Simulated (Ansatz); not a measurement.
The figure comes from a scan of TaSi₂ (CrSi2 type, space group P6_222): a phonon pattern at Γ is frozen into a 9-atom cell, Q being the largest atomic displacement. Computed with PBE (plane waves to 420 eV, PAW, scalar-relativistic; Ansatz, a quantum-chemistry and plane-wave program). k mesh 11×11×7 (Γ-centred), Fermi-Dirac smearing 0.05 eV. The energy includes the smearing's −TS. With partly filled bands, energies and forces of such displacements shift with the k mesh and the smearing. Spin-orbit coupling is left out, though Ta is heavy. TaSi2 is run without spin polarisation. TaSi2 was relaxed with its symmetry unable to fall. ΔE is measured from the undisplaced structure.

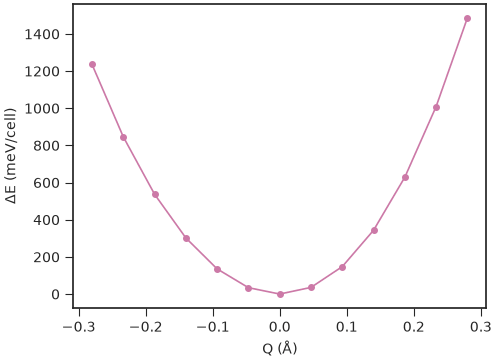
Figure: ΔE (meV/cell) against Q (Å); markers are the computed points, lines only join them.

Task: List the plotted points as numbers.

Result: To the nearest 20:

```csv
Q (Å),ΔE (meV/cell)
-0.280,1240
-0.233,840
-0.187,540
-0.140,300
-0.093,140
-0.047,40
0.000,0
0.047,40
0.093,140
0.140,340
0.187,620
0.233,1000
0.280,1480
```

(For displaced atoms, the force is minus the slope of the energy, and its curvature is a force constant, which sets phonon frequencies.)
